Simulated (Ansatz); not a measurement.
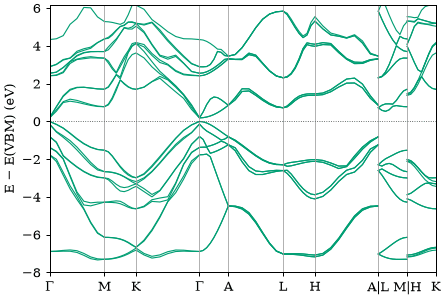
Band structure from the program Ansatz at the r²SCAN with spin–orbit coupling level (PAW)

Q: Read off the gap and where the band edges lie.

A: About 0.2 eV (0.19 eV by a search for the band edges); maximum at Γ, minimum at Γ.

The material is GaSb (wurtzite, P6_3mc).

The first step of the workflow began from a Materials Project structure, measured or hypothetical; the Crystallography Open Database copy checked does not list it. It is not the phase usual at ambient conditions (space group No. 216). The r²SCAN relaxation kept the symmetry of its start; whether a distortion lowers the energy is not shown.

Potentials: the later of the program's two PAW sets.
